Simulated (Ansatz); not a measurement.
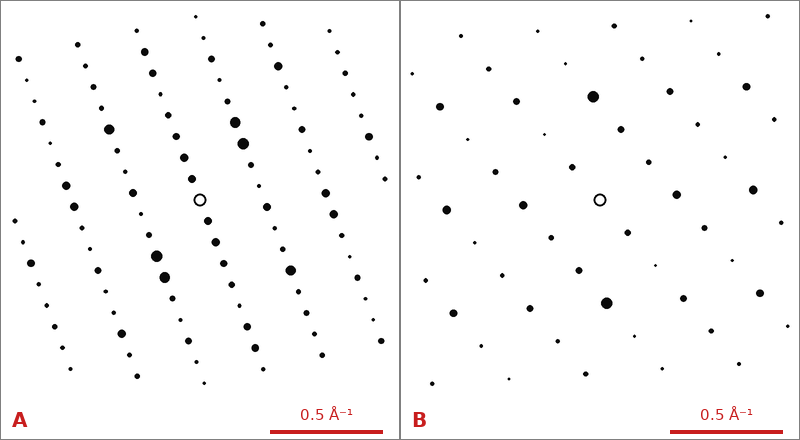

Kinematic electron diffraction patterns (120 kV, B = 0.5 Å², same scale, each along a low-index zone) of two structures of composition Si2Br3, each relaxed at zero pressure with DFT PBE, scalar-relativistic, plane waves, PAW in Ansatz.

The structures (standard cells):
1. R-3m (No. 166), a = 4.265 Å, c = 29.527 Å (hexagonal axes), 15 atoms; generated start, possibly hypothetical
2. R-3c (No. 167), a = 7.433 Å, c = 17.361 Å (hexagonal axes), 30 atoms; generated start, possibly hypothetical

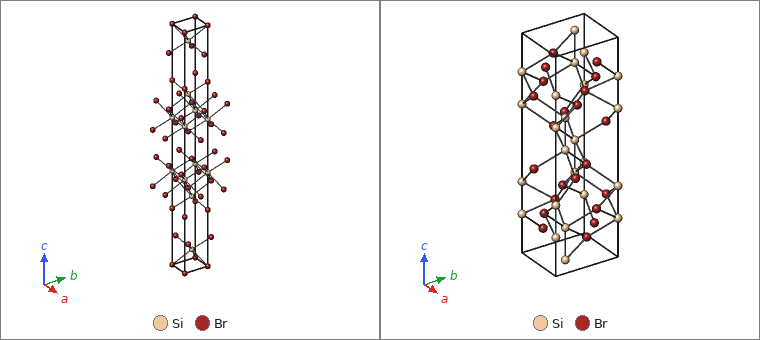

Drawings of the structures 1 to 2, from left to right (each may span several cells).

Which pattern belongs to which structure, and along which zone?

Answer. A is structure 1 along [100] or an equivalent direction: oblique net of 0 0 3 at d = 9.84 Å and 0 -1 1 (weak) at d = 3.66 Å, 82.9° apart (some points of this net are extinct or too weak to see). B is structure 2 along [100] or an equivalent direction: oblique net of 0 1 2 at d = 5.17 Å and 0 -1 4 at d = 3.60 Å, 87.4° apart (some points of this net are extinct or too weak to see).

Rank the structures by their computed energy.

Answer. Structure 2 (R-3c, 27.69 Å³ an atom) is the lowest of these; structure 1 (R-3m, 31.01 Å³ an atom) lies about 65 meV an atom higher. These are static energies at 0 K; other structures, not shown, may lie lower still.
